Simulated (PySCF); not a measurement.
# C4H8OSi: NMR shifts at several levels of theory

How much do the NMR shifts of C4H8OSi (`C=C1C[C@@H]1O[SiH3]`) depend on the level of theory, and what does each level cost?

The runs use PySCF 2.14.0, with density-fitted response routines of our own; the level of theory stands in each step. All values are computed, except where a source is named. Atoms count from 0, in the outputs and in this text.

### Step 1. The starting structure

14 atoms, charge 0, multiplicity 1; geometry from: GFN2-xTB. The atoms were then displaced at random by about 0.01 Å, so the start is not that level's minimum.

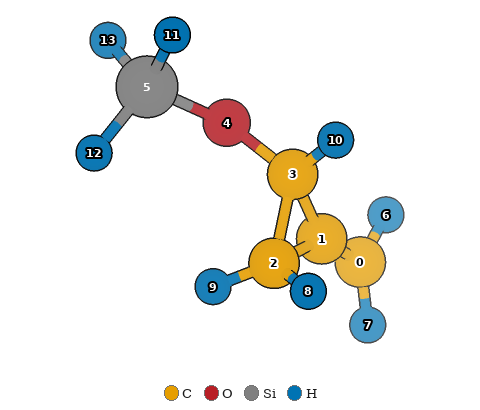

As it starts; carbon amber, oxygen red, silicon grey, hydrogen blue, atoms numbered.

### Step 2. Optimising the geometry at PBE0-D3(BJ)/def2-SVP

What the job is given:

```
{"job": {"xc": "PBE0", "basis": "def2-SVP", "d3": "d3bj", "grid": 1, "shake": 0.01, "kind": "geom"}, "charge": 0, "multiplicity": 1}
C      2.462370     0.909520    -0.511720
C      1.424260     0.230970    -0.074840
C      0.794430    -1.082580     0.138560
C      0.104600     0.203960     0.474730
O     -0.990920     0.607320    -0.317250
Si    -2.478120    -0.004430    -0.483210
H      2.433820     2.010530    -0.515930
H      3.348540     0.467550    -0.902050
H      1.155790    -1.697070     0.980880
H      0.490070    -1.633880    -0.715270
H     -0.079090     0.432880     1.540440
H     -3.203650     0.004050     0.794300
H     -2.457720    -1.387570    -0.960670
H     -3.011560     0.923660    -1.460690
```

On the command line:

```sh
> OMP_NUM_THREADS=1 python probes_run.py task.json out
```

This one command runs all jobs of the session in turn.

What it wrote:

```text
step   0  E = -521.24335792  max force = 0.047498
step   1  E = -521.25161207  max force = 0.009225
step   2  E = -521.25207021  max force = 0.004826
step   3  E = -521.25222861  max force = 0.003317
step   4  E = -521.25227499  max force = 0.001221
step   5  E = -521.25230970  max force = 0.001266
step   6  E = -521.25232954  max force = 0.001150
step   7  E = -521.25234104  max force = 0.000954
step   8  E = -521.25234478  max force = 0.000970
step   9  E = -521.25234737  max force = 0.000701
step  10  E = -521.25235018  max force = 0.000504
step  11  E = -521.25235172  max force = 0.000260
optimisation converged
```

Wall time 69 s (1 thread of Arm Neoverse V2, shared host); peak memory 0.49 GiB.

The steps of the relaxation:

```tsv
step	energy from step 0 (eV)	largest force component (eV/Å)
0	0.0000	2.4424
1	-0.2246	0.4744
2	-0.2371	0.2482
3	-0.2414	0.1706
4	-0.2426	0.0628
5	-0.2436	0.0651
6	-0.2441	0.0591
7	-0.2444	0.0491
8	-0.2445	0.0499
9	-0.2446	0.0360
10	-0.2447	0.0259
11	-0.2447	0.0134
```

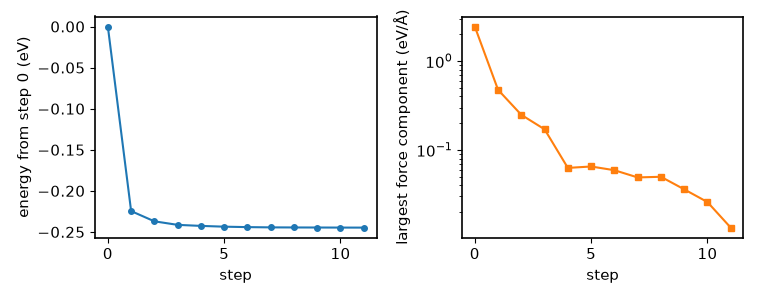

Energy and largest force along the relaxation.

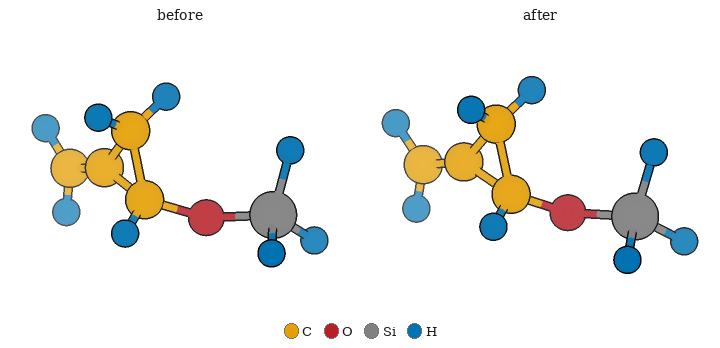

The geometry before (left) and after (right).

Close pairs (by a distance rule), those that changed most:

```tsv
bond	before (Å)	after (Å)	change (Å)
O4–Si5	1.617	1.672	+0.055
Si5–H13	1.450	1.487	+0.037
C2–H9	1.061	1.097	+0.036
Si5–H12	1.463	1.495	+0.032
C2–C3	1.498	1.528	+0.030
C1–C3	1.430	1.459	+0.030
C0–H7	1.064	1.094	+0.030
Si5–H11	1.469	1.497	+0.027
```

The final coordinates are the input of the step that follows.

```tsv
at the end point	value
point group (found at 0.08 Å tolerance)	C1
rotational constants (GHz, main isotopes)	8.690, 1.452, 1.325
dipole moment (D)	1.03
```

### Step 3. NMR shieldings: PBE0/pcSseg-1

What the job is given:

```
{"job": {"kind": "nmr", "xc": "PBE0", "basis": "pcSseg-1", "pop": false}, "charge": 0, "multiplicity": 1}
C      2.142899     0.846903     0.113904
C      1.044478     0.167806     0.399167
C      0.346586    -1.121887     0.468815
C     -0.361367     0.193755     0.790245
O     -1.298992     0.718498    -0.086326
Si    -2.877217     0.167860    -0.124462
H      2.158975     1.939069     0.169899
H      3.062148     0.339394    -0.193351
H      0.551743    -1.821638     1.287512
H      0.090997    -1.599283    -0.484653
H     -0.583466     0.374387     1.853466
H     -3.511356     0.304975     1.224126
H     -2.934144    -1.269634    -0.532873
H     -3.586574     1.015010    -1.118988
```

Method: GIAO PBE0/pcSseg-1 NMR shielding, non-relativistic, gas phase.

What it wrote:

```text
coarse grid: 12016 points
cycle   1  E = -521.3381305601  dE =  7.607e-01  |g| = 6.470e-01  |ddm| = 3.405e+00
cycle   2  E = -521.2265443087  dE =  1.116e-01  |g| = 1.012e+00  |ddm| = 1.465e+00
cycle   3  E = -521.4167883949  dE = -1.902e-01  |g| = 1.023e-01  |ddm| = 1.022e+00
cycle   4  E = -521.4187169817  dE = -1.929e-03  |g| = 3.751e-02  |ddm| = 1.282e-01
cycle   5  E = -521.4190605562  dE = -3.436e-04  |g| = 6.942e-03  |ddm| = 4.956e-02
cycle   6  E = -521.4190698682  dE = -9.312e-06  |g| = 2.851e-03  |ddm| = 1.054e-02
final grid: 110944 points
cycle   7  E = -521.4648553624  dE = -1.705e-05  |g| = 8.691e-03  |ddm| = 2.841e-02
cycle   8  E = -521.4648351961  dE =  2.017e-05  |g| = 1.347e-02  |ddm| = 1.681e-02
cycle   9  E = -521.4648696256  dE = -3.443e-05  |g| = 9.977e-04  |ddm| = 1.117e-02
cycle  10  E = -521.4648698663  dE = -2.407e-07  |g| = 1.605e-04  |ddm| = 1.080e-03
cycle  11  E = -521.4648698701  dE = -3.781e-09  |g| = 1.038e-04  |ddm| = 2.382e-04
cycle  12  E = -521.4648698725  dE = -2.457e-09  |g| = 2.320e-05  |ddm| = 8.632e-05
cycle  13  E = -521.4648698726  dE = -1.314e-10  |g| = 4.515e-06  |ddm| = 2.666e-05
converged SCF energy = -521.4648698726

GIAO shielding tensors (ppm)
atom      isotropic    diamagn.    paramagn.     s11        s22        s33       span
  0 C       68.387     255.362    -186.975    -37.551     75.866    166.847    204.397
  1 C       42.011     262.989    -220.977    -55.248     -8.982    190.263    245.511
  2 C      170.165     252.259     -82.094    141.069    158.369    211.059     69.990
  3 C      133.543     244.859    -111.316     90.528    108.116    201.985    111.457
  4 O      305.381     396.222     -90.842    250.552    317.961    347.628     97.076
  5 Si     383.605     878.589    -494.984    338.680    343.887    468.247    129.567
  6 H       25.079      30.043      -4.964     22.517     23.461     29.258      6.741
  7 H       25.361      29.115      -3.754     22.927     23.789     29.368      6.442
  8 H       30.002      30.279      -0.277     25.472     25.900     38.633     13.161
  9 H       30.005      31.143      -1.138     26.053     27.224     36.739     10.686
 10 H       27.615      30.068      -2.453     22.271     26.560     34.014     11.743
 11 H       26.410      27.887      -1.477     23.538     24.543     31.150      7.612
 12 H       26.458      28.683      -2.225     22.985     25.398     30.990      8.005
 13 H       26.570      28.180      -1.610     23.292     24.717     31.702      8.410
```

It took 12 s on 1 thread of Arm Neoverse V2, shared host; peak memory 0.84 GiB.

The references, computed at this level on geometries of the same kind, shield at (ppm): 1H TMS 31.27, 13C TMS 184.4, 29Si TMS 352.0, 17O H2O 334.6. Their shielding less the atom's gives the shift. The references are single molecules in the gas phase, so shifts against H2O, NH3, PH3, H3PO4 or CFCl3 are not on the usual liquid scales and can be off by tens of ppm. Atoms listed in one row are averaged.

```tsv
atoms	environment	σ (ppm)	δ (ppm)	δ scaled to CDCl3
C1	fully substituted alkene carbon	42.0	142.4	137.8
C0	terminal =CH2 carbon	68.4	116.0	112.2
C3	three-membered-ring carbon	133.5	50.9	48.9
C2	three-membered-ring carbon	170.2	14.2	13.3
H6	hydrogen on a terminal =CH2 carbon	25.08	6.19	6.08
H7	hydrogen on a terminal =CH2 carbon	25.36	5.91	5.81
H11, H12, H13	hydrogen on a silicon bonded to O	26.48	4.79	–
H10	hydrogen on a three-membered-ring carbon	27.61	3.65	3.68
H8	hydrogen on a three-membered-ring carbon	30.00	1.27	1.42
H9	hydrogen on a three-membered-ring carbon	30.01	1.26	1.41
O4	oxygen bonded to C, Si	305.4	29.2	–
Si5	silicon bonded to O, 3 H	383.6	-31.6	–
```

The scaled column applies a straight-line fit of computed shieldings to shifts measured in CDCl3 (root-mean-square error 0.21 ppm for H, 2.0 ppm for C).

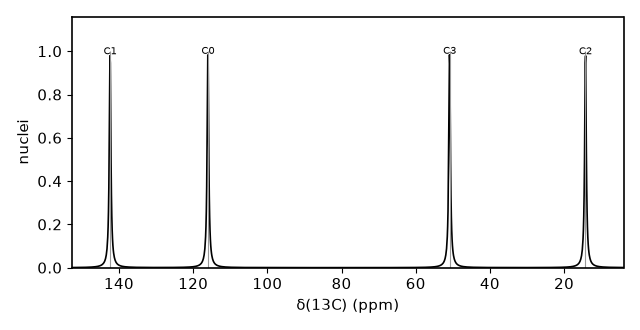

13C lines at the computed shifts, without couplings. Lines are broadened to a width of 0.51 ppm (Lorentzian).

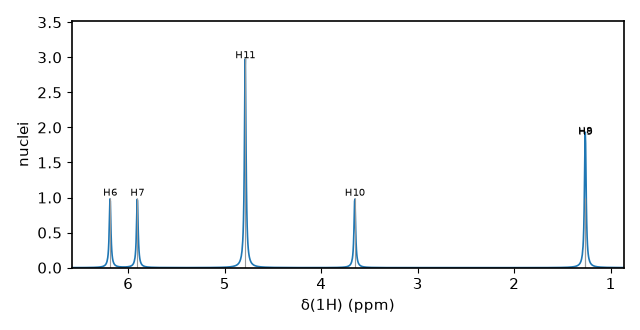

1H lines at the computed shifts, without couplings. Lines are broadened to a width of 0.02 ppm (Lorentzian).

Ring of atoms C1, C2, C3: NICS(0) -27.0, NICS(1) -7.6, NICS(1)zz -16.8 ppm (means of both faces; NICS(1) differs between them: -8.9 and -6.3).

The two faces differ (NICS(1)zz -13.2 and -20.3 ppm).

In rings of three or four atoms NICS is ruled by the nearby σ bonds, so it says little on aromaticity.

### Step 4. Nuclear shieldings: mPW1PW91/pcSseg-1

Same as in step 3 but for these lines:

```diff
@@ -1,2 +1,2 @@
-{"job": {"kind": "nmr", "xc": "PBE0", "basis": "pcSseg-1", "pop": false}, "charge": 0, "multiplicity": 1}
+{"job": {"kind": "nmr", "xc": "mPW1PW91", "basis": "pcSseg-1", "pop": false}, "charge": 0, "multiplicity": 1}
 C      2.142899     0.846903     0.113904
```

Level: GIAO mPW1PW91/pcSseg-1 NMR shielding, non-relativistic, gas phase.

What it wrote:

```text
coarse grid: 12016 points
cycle   1  E = -521.6839237955  dE =  7.609e-01  |g| = 6.615e-01  |ddm| = 3.406e+00
cycle   2  E = -521.5661023955  dE =  1.178e-01  |g| = 1.037e+00  |ddm| = 1.489e+00
cycle   3  E = -521.7656933333  dE = -1.996e-01  |g| = 1.036e-01  |ddm| = 1.043e+00
cycle   4  E = -521.7676725232  dE = -1.979e-03  |g| = 3.854e-02  |ddm| = 1.315e-01
cycle   5  E = -521.7680357695  dE = -3.632e-04  |g| = 7.020e-03  |ddm| = 5.083e-02
cycle   6  E = -521.7680453592  dE = -9.590e-06  |g| = 2.885e-03  |ddm| = 1.064e-02
final grid: 110944 points
cycle   7  E = -521.8144920578  dE = -2.013e-05  |g| = 6.305e-03  |ddm| = 2.735e-02
cycle   8  E = -521.8144792982  dE =  1.276e-05  |g| = 1.008e-02  |ddm| = 1.305e-02
cycle   9  E = -521.8144998862  dE = -2.059e-05  |g| = 6.353e-04  |ddm| = 8.656e-03
cycle  10  E = -521.8144999843  dE = -9.804e-08  |g| = 1.789e-04  |ddm| = 7.230e-04
cycle  11  E = -521.8144999899  dE = -5.602e-09  |g| = 9.893e-05  |ddm| = 2.304e-04
cycle  12  E = -521.8144999921  dE = -2.181e-09  |g| = 1.642e-05  |ddm| = 8.308e-05
cycle  13  E = -521.8144999921  dE = -7.071e-11  |g| = 4.072e-06  |ddm| = 2.230e-05
converged SCF energy = -521.8144999921

GIAO shielding tensors (ppm)
atom      isotropic    diamagn.    paramagn.     s11        s22        s33       span
  0 C       67.535     255.168    -187.633    -38.647     75.359    165.894    204.541
  1 C       41.257     263.231    -221.974    -56.142     -9.718    189.630    245.772
  2 C      169.268     252.209     -82.941    140.104    157.431    210.269     70.165
  3 C      132.837     244.897    -112.060     89.820    107.450    201.242    111.422
  4 O      304.921     396.463     -91.542    251.433    316.962    346.367     94.934
  5 Si     382.313     878.627    -496.315    338.377    343.424    465.137    126.761
  6 H       25.145      30.072      -4.927     22.586     23.531     29.319      6.734
  7 H       25.427      29.154      -3.727     23.001     23.855     29.425      6.424
  8 H       30.055      30.350      -0.295     25.555     25.985     38.624     13.069
  9 H       30.050      31.211      -1.161     26.117     27.301     36.732     10.615
 10 H       27.675      30.135      -2.459     22.338     26.635     34.052     11.714
 11 H       26.508      27.958      -1.450     23.637     24.650     31.236      7.599
 12 H       26.556      28.765      -2.210     23.086     25.506     31.074      7.988
 13 H       26.672      28.239      -1.567     23.397     24.819     31.799      8.401
```

Wall time 12 s (1 thread of Arm Neoverse V2, shared host); peak memory 0.86 GiB.

Key values: δ C1 142.3, C0 116.0, C3 50.7, C2 14.3, H6 6.17, H7 5.89 ppm.

### Step 5. NMR shieldings: WP04/pcSseg-1

Same as in step 4 but for these lines:

```diff
@@ -1,2 +1,2 @@
-{"job": {"kind": "nmr", "xc": "mPW1PW91", "basis": "pcSseg-1", "pop": false}, "charge": 0, "multiplicity": 1}
+{"job": {"kind": "nmr", "xc": "WP04", "basis": "pcSseg-1", "pop": false}, "charge": 0, "multiplicity": 1}
 C      2.142899     0.846903     0.113904
```

Method: GIAO WP04/pcSseg-1 NMR shielding, non-relativistic, gas phase.

What it wrote:

```text
coarse grid: 12016 points
cycle   1  E = -530.3443279364  dE =  6.860e-01  |g| = 9.935e-01  |ddm| = 3.484e+00
cycle   2  E = -529.8714760007  dE =  4.729e-01  |g| = 1.806e+00  |ddm| = 2.534e+00
cycle   3  E = -530.5168262604  dE = -6.454e-01  |g| = 2.319e-01  |ddm| = 2.090e+00
cycle   4  E = -530.5265174305  dE = -9.691e-03  |g| = 9.885e-02  |ddm| = 2.945e-01
cycle   5  E = -530.5288220490  dE = -2.305e-03  |g| = 2.694e-02  |ddm| = 1.129e-01
cycle   6  E = -530.5289536850  dE = -1.316e-04  |g| = 1.441e-02  |ddm| = 3.375e-02
cycle   7  E = -530.5290055748  dE = -5.189e-05  |g| = 2.991e-03  |ddm| = 1.221e-02
cycle   8  E = -530.5290076635  dE = -2.089e-06  |g| = 6.863e-04  |ddm| = 3.352e-03
final grid: 110944 points
cycle   9  E = -530.5945052481  dE = -3.517e-05  |g| = 8.091e-03  |ddm| = 3.302e-02
cycle  10  E = -530.5944902177  dE =  1.503e-05  |g| = 1.216e-02  |ddm| = 1.384e-02
cycle  11  E = -530.5945185186  dE = -2.830e-05  |g| = 1.732e-03  |ddm| = 8.937e-03
cycle  12  E = -530.5945191404  dE = -6.217e-07  |g| = 1.690e-04  |ddm| = 1.582e-03
cycle  13  E = -530.5945191445  dE = -4.141e-09  |g| = 1.046e-04  |ddm| = 2.438e-04
cycle  14  E = -530.5945191466  dE = -2.127e-09  |g| = 4.960e-05  |ddm| = 1.112e-04
cycle  15  E = -530.5945191472  dE = -5.900e-10  |g| = 1.126e-05  |ddm| = 4.412e-05
converged SCF energy = -530.5945191472

GIAO shielding tensors (ppm)
atom      isotropic    diamagn.    paramagn.     s11        s22        s33       span
  0 C       57.766     257.076    -199.311    -47.701     66.784    154.214    201.915
  1 C       30.673     263.494    -232.822    -63.481    -24.003    179.502    242.983
  2 C      157.499     254.464     -96.966    127.434    145.144    199.917     72.483
  3 C      120.471     247.021    -126.549     75.790     94.892    190.732    114.941
  4 O      290.151     399.963    -109.812    250.936    295.025    324.491     73.555
  5 Si     378.608     880.460    -501.852    342.713    347.211    445.899    103.186
  6 H       25.688      30.731      -5.044     23.293     24.135     29.634      6.341
  7 H       25.959      29.561      -3.601     23.742     24.447     29.689      5.947
  8 H       30.314      30.657      -0.343     26.135     26.645     38.163     12.028
  9 H       30.272      32.426      -2.153     26.576     27.862     36.379      9.803
 10 H       28.008      30.741      -2.733     22.877     27.090     34.056     11.179
 11 H       27.451      28.684      -1.233     24.666     25.660     32.026      7.361
 12 H       27.499      29.802      -2.303     24.137     26.485     31.876      7.739
 13 H       27.644      28.917      -1.273     24.450     25.795     32.687      8.237
```

It took 12 s on 1 thread of Arm Neoverse V2, shared host; peak memory 0.86 GiB.

Key values: δ C1 141.8, C0 114.7, C3 52.0, C2 14.9, H6 5.88, H7 5.60 ppm.

### Step 6. NMR shieldings: B97-2/pcSseg-1

Same as in step 5 but for these lines:

```diff
@@ -1,2 +1,2 @@
-{"job": {"kind": "nmr", "xc": "WP04", "basis": "pcSseg-1", "pop": false}, "charge": 0, "multiplicity": 1}
+{"job": {"kind": "nmr", "xc": "B97-2", "basis": "pcSseg-1", "pop": false}, "charge": 0, "multiplicity": 1}
 C      2.142899     0.846903     0.113904
```

Level: GIAO B97-2/pcSseg-1 NMR shielding, non-relativistic, gas phase.

What it wrote:

```text
coarse grid: 12016 points
cycle   1  E = -521.6646754623  dE =  7.325e-01  |g| = 6.709e-01  |ddm| = 3.416e+00
cycle   2  E = -521.5254923332  dE =  1.392e-01  |g| = 1.086e+00  |ddm| = 1.581e+00
cycle   3  E = -521.7492703157  dE = -2.238e-01  |g| = 1.093e-01  |ddm| = 1.136e+00
cycle   4  E = -521.7515544170  dE = -2.284e-03  |g| = 4.111e-02  |ddm| = 1.440e-01
cycle   5  E = -521.7519686838  dE = -4.143e-04  |g| = 7.783e-03  |ddm| = 5.442e-02
cycle   6  E = -521.7519802344  dE = -1.155e-05  |g| = 3.647e-03  |ddm| = 1.207e-02
cycle   7  E = -521.7519833449  dE = -3.110e-06  |g| = 1.062e-03  |ddm| = 3.784e-03
final grid: 110944 points
cycle   8  E = -521.7919298986  dE = -4.159e-05  |g| = 5.739e-03  |ddm| = 3.023e-02
cycle   9  E = -521.7919209301  dE =  8.968e-06  |g| = 8.800e-03  |ddm| = 1.050e-02
cycle  10  E = -521.7919349482  dE = -1.402e-05  |g| = 7.610e-04  |ddm| = 7.013e-03
cycle  11  E = -521.7919350442  dE = -9.602e-08  |g| = 2.764e-04  |ddm| = 7.908e-04
cycle  12  E = -521.7919350625  dE = -1.836e-08  |g| = 7.255e-05  |ddm| = 2.694e-04
cycle  13  E = -521.7919350637  dE = -1.169e-09  |g| = 1.787e-05  |ddm| = 8.149e-05
cycle  14  E = -521.7919350638  dE = -6.685e-11  |g| = 4.577e-06  |ddm| = 2.235e-05
converged SCF energy = -521.7919350638

GIAO shielding tensors (ppm)
atom      isotropic    diamagn.    paramagn.     s11        s22        s33       span
  0 C       70.320     255.346    -185.026    -32.924     78.438    165.445    198.368
  1 C       44.591     263.048    -218.457    -49.802     -6.337    189.913    239.715
  2 C      169.602     252.420     -82.818    140.855    157.843    210.108     69.253
  3 C      133.339     245.072    -111.733     90.692    108.207    201.119    110.428
  4 O      303.576     396.628     -93.051    251.563    314.886    344.280     92.717
  5 Si     390.637     878.702    -488.066    348.114    353.135    470.661    122.547
  6 H       25.241      30.225      -4.985     22.718     23.628     29.376      6.657
  7 H       25.523      29.271      -3.747     23.122     23.959     29.489      6.368
  8 H       30.105      30.402      -0.297     25.626     26.077     38.612     12.986
  9 H       30.109      31.408      -1.299     26.211     27.384     36.731     10.520
 10 H       27.721      30.213      -2.492     22.382     26.696     34.085     11.702
 11 H       26.623      28.069      -1.447     23.768     24.769     31.332      7.564
 12 H       26.670      28.911      -2.241     23.217     25.620     31.172      7.955
 13 H       26.798      28.367      -1.569     23.534     24.953     31.909      8.374
```

It took 12 s on 1 thread of Arm Neoverse V2, shared host; peak memory 0.84 GiB.

In short: δ C1 139.1, C0 113.4, C3 50.4, C2 14.1, H6 6.13, H7 5.85 ppm.

### Step 7. Nuclear shieldings: BHandHLYP/pcSseg-1

Same as in step 6 but for these lines:

```diff
@@ -1,2 +1,2 @@
-{"job": {"kind": "nmr", "xc": "B97-2", "basis": "pcSseg-1", "pop": false}, "charge": 0, "multiplicity": 1}
+{"job": {"kind": "nmr", "xc": "BHandHLYP", "basis": "pcSseg-1", "pop": false}, "charge": 0, "multiplicity": 1}
 C      2.142899     0.846903     0.113904
```

Method: GIAO BHandHLYP/pcSseg-1 NMR shielding, non-relativistic, gas phase.

What it wrote:

```text
coarse grid: 12016 points
cycle   1  E = -521.6042569318  dE =  9.044e-01  |g| = 6.183e-01  |ddm| = 3.365e+00
cycle   2  E = -521.5921406660  dE =  1.212e-02  |g| = 7.123e-01  |ddm| = 1.046e+00
cycle   3  E = -521.6810581487  dE = -8.892e-02  |g| = 6.469e-02  |ddm| = 6.164e-01
cycle   4  E = -521.6817633199  dE = -7.052e-04  |g| = 2.986e-02  |ddm| = 8.186e-02
cycle   5  E = -521.6819774334  dE = -2.141e-04  |g| = 4.459e-03  |ddm| = 3.926e-02
cycle   6  E = -521.6819819092  dE = -4.476e-06  |g| = 1.050e-03  |ddm| = 5.909e-03
final grid: 110944 points
cycle   7  E = -521.7182247643  dE = -1.079e-05  |g| = 2.112e-03  |ddm| = 1.225e-02
cycle   8  E = -521.7182249431  dE = -1.788e-07  |g| = 2.021e-03  |ddm| = 3.553e-03
cycle   9  E = -521.7182258630  dE = -9.199e-07  |g| = 3.376e-04  |ddm| = 1.690e-03
cycle  10  E = -521.7182258866  dE = -2.356e-08  |g| = 9.659e-05  |ddm| = 3.332e-04
cycle  11  E = -521.7182258891  dE = -2.514e-09  |g| = 2.224e-05  |ddm| = 1.193e-04
cycle  12  E = -521.7182258893  dE = -1.335e-10  |g| = 5.274e-06  |ddm| = 4.038e-05
converged SCF energy = -521.7182258893

GIAO shielding tensors (ppm)
atom      isotropic    diamagn.    paramagn.     s11        s22        s33       span
  0 C       68.309     255.056    -186.747    -42.551     80.412    167.066    209.617
  1 C       41.261     262.015    -220.754    -62.316     -7.633    193.732    256.048
  2 C      171.510     252.355     -80.845    140.908    160.402    213.219     72.310
  3 C      136.545     244.485    -107.940     93.569    111.266    204.800    111.231
  4 O      313.117     397.826     -84.709    265.373    321.180    352.799     87.426
  5 Si     395.050     877.221    -482.172    354.547    359.843    470.758    116.212
  6 H       25.367      30.088      -4.721     22.843     23.507     29.751      6.909
  7 H       25.639      29.154      -3.515     23.196     23.862     29.858      6.662
  8 H       30.249      30.508      -0.258     25.715     26.049     38.984     13.269
  9 H       30.210      31.520      -1.310     26.193     27.364     37.073     10.880
 10 H       27.945      30.300      -2.356     22.546     26.847     34.441     11.895
 11 H       26.871      28.149      -1.278     23.970     25.035     31.607      7.637
 12 H       26.922      28.968      -2.045     23.414     25.915     31.439      8.025
 13 H       26.997      28.382      -1.385     23.674     25.076     32.240      8.566
```

Wall time 11 s (1 thread of Arm Neoverse V2, shared host); peak memory 0.86 GiB.

Key values: δ C1 142.7, C0 115.7, C3 47.4, C2 12.5, H6 6.08, H7 5.80 ppm.

(Part 1 of 2 ends here.)
